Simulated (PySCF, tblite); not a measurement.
C₄H₅BOS, SMILES C=CC1=CSBO1, geometry in Å:

```xyz
12

C     -1.9642    -1.0197     0.2073
C     -1.2984     0.1104     0.4227
C      0.0935     0.2995     0.0794
C      0.8235     1.4243     0.2547
S      2.4624     1.2496    -0.2863
B      2.0664    -0.4470    -0.7586
O      0.7875    -0.7310    -0.4815
H     -3.0004    -1.1273     0.4745
H     -1.4835    -1.8698    -0.2462
H     -1.7720     0.9693     0.8765
H      0.4930     2.3542     0.6702
H      2.7934    -1.2130    -1.2387
```

GIAO shifts, PBE0/pcSseg-1 in PySCF, at a GFN2-xTB geometry (a minimum by its frequencies), against CS₂ for ³³S, TMS for ¹H and TMS for ¹³C computed at the same level. Gas phase, fully decoupled, line heights follow the number of nuclei, widths are arbitrary (no quadrupolar broadening); values of one conformer, averaged over methyl-type rotors and exact or near symmetry; other conformers aren't averaged in.

Q: How many ³³S lines appear, and where?

A: 1 signal.


```
δ (ppm)  nuclei  atoms
  117.8       1     S5
```

Q: How many ¹H lines appear, and where?

A: 5 signals.


| δ (ppm) | nuclei | atoms |
| --- | --- | --- |
| 6.64 | 1 | H10 |
| 6.34 | 1 | H9 |
| 6.30 | 1 | H11 |
| 5.73 | 1 | H12 |
| 5.67 | 1 | H8 |

The order of signals that lie close, as those under 0.08 ppm apart, is within the error of the method.

Q: Which ¹³C signals does it give?

A: 4 signals.


```csv
δ (ppm),nuclei,atoms
163.5,1,C3
133.0,1,C2
122.7,1,C1
117.1,1,C4
```

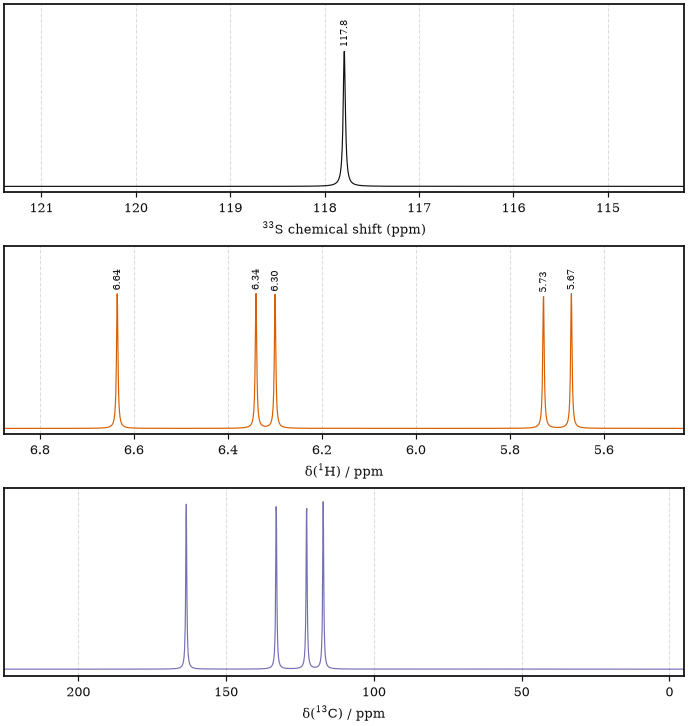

Caveats: the tight-binding geometry is rougher than a DFT one and adds to the error.
